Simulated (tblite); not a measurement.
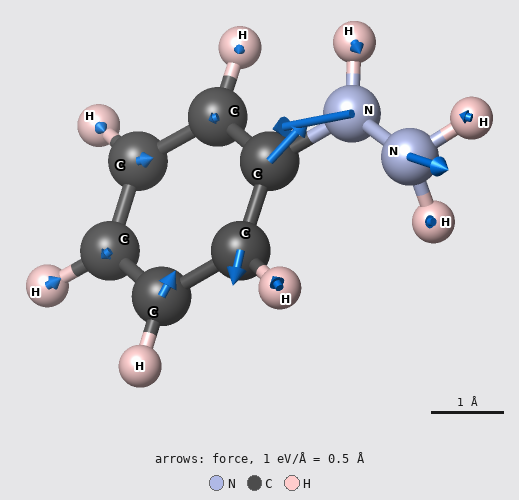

Starting geometry of C₆H₈N₂ with the computed forces as blue arrows. A ball-and-stick model, seen from a free direction.

Method: tblite, GFN2-xTB geometry optimisation, gas phase. 

> Is this structure relaxed? If not, where do the atoms go?

It isn't relaxed: the largest force vector, on an N atom, is 3.11 eV/Å. The final displacements have little in common with the starting forces (cosine between the two patterns 0.03). The atom that moves furthest after the best rigid fit is an H atom (1.66 Å). Largest moves by element: H 1.66 Å, N 0.29 Å, C 0.26 Å. Among the contacts that change: C–N 1.424 → 1.382 Å, C–C 1.401 → 1.382 Å, C–H 1.096 → 1.079 Å, N–N 1.393 → 1.406 Å. Among the angles between lasting bonds that change: N–N–H 120.8° → 111.8°, H–N–H 103.8° → 108.2°. Groups turn about N–N by about 105°. The energy falls by 0.373 eV in 137 geometry steps.
